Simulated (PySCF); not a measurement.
CH$_{4}$O$_{2}$Si, SMILES `O=C[SiH2]O`.

Computed with PySCF, TPSSh/def2-SVPD, geometry: GFN2-xTB. No frequency check shows the geometry to be a minimum.

Geometry (Å), atoms numbered from 1:

```
O1      -1.7639    0.5873   -0.0048
C2      -1.1878   -0.4754    0.0064
Si3      0.7300   -0.5453   -0.0024
O4       1.2344    0.9901    0.0053
H5      -1.7837   -1.4102    0.0211
H6       1.1754   -1.2161    1.2089
H7       1.1590   -1.2055   -1.2349
H8       0.5920    1.6998   -0.0047
```

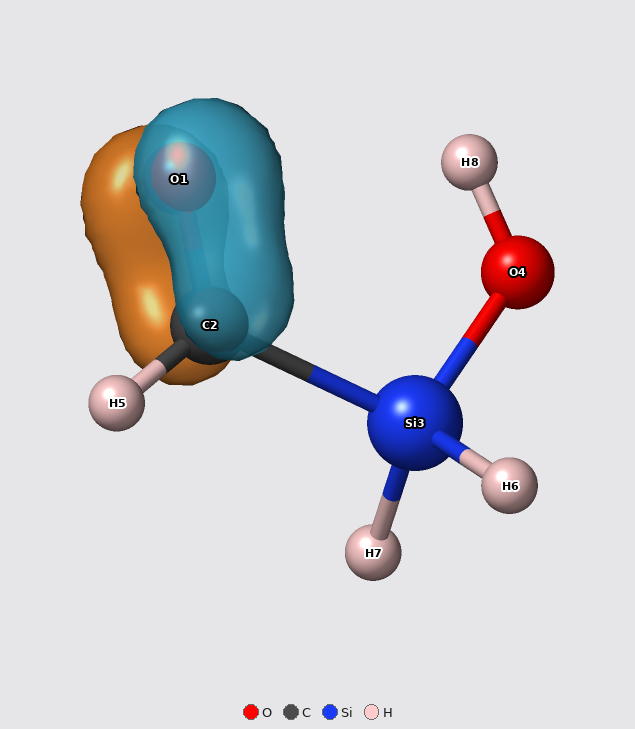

Pipek–Mezey orbitals, occupied; each surface holds about 70 % of the orbital's density. Energies are diagonal elements of the Fock matrix.

> What does this orbital represent?

π bond O1–C2 (O1 64 %, C2 35 %; −10.8 eV).
